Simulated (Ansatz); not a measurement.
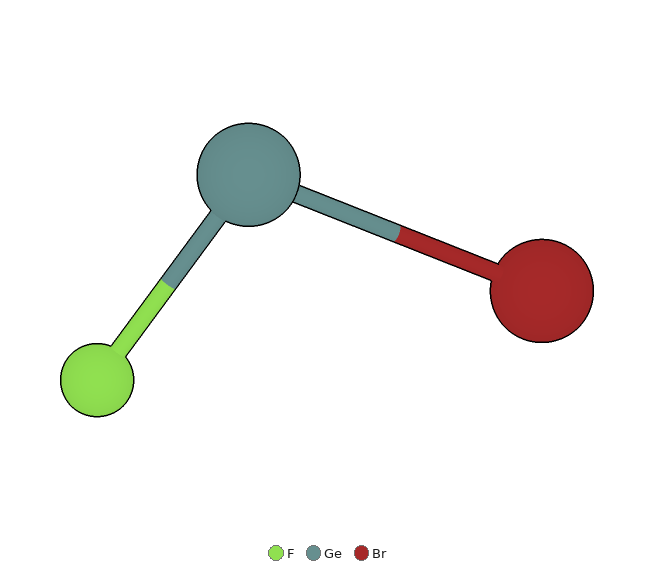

Computed geometry: PBE0-D4/def2-TZVP optimisation. No frequency run is at hand to confirm it as a minimum.

Give the structural formula.

SMILES: [F][Ge][Br]

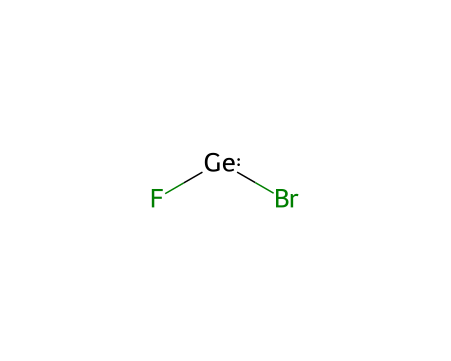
